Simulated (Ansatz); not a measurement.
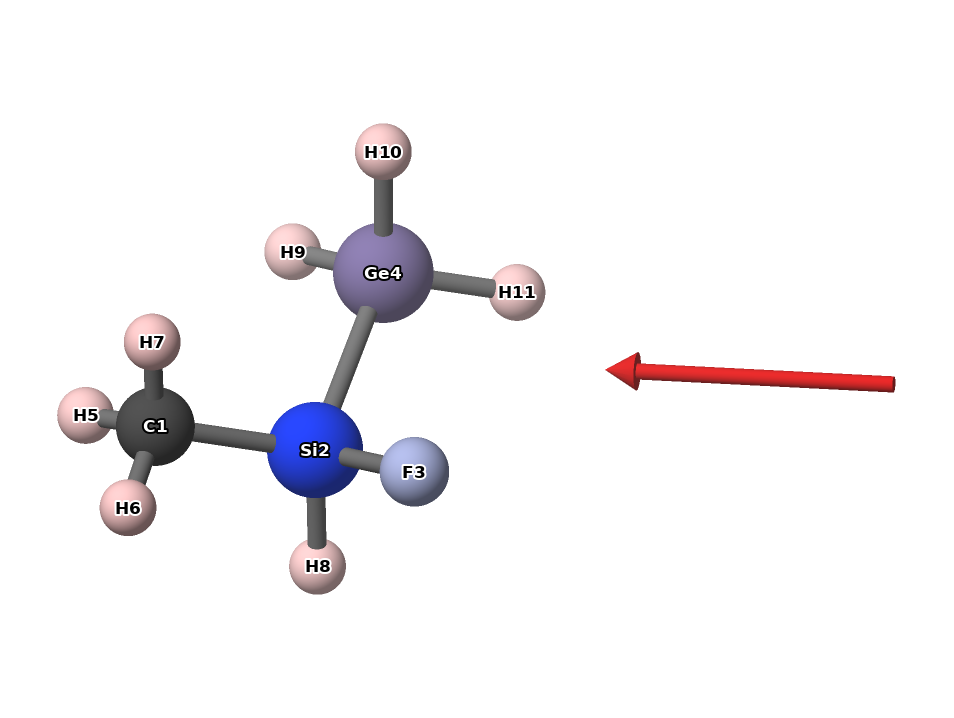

The arrow beside the molecule shows the direction of the dipole moment, from the negative to the positive end (its length means nothing). The computed structure is the end point of a PBE0-D4/def2-TZVP optimisation. Level of theory: RKS PBE-D4/def2-TZVPP (Ansatz 0.2.0).

**How large is the dipole moment?**

1.58 D; it points from the side of H11 to the side of H5 (the outermost atoms at the two ends).
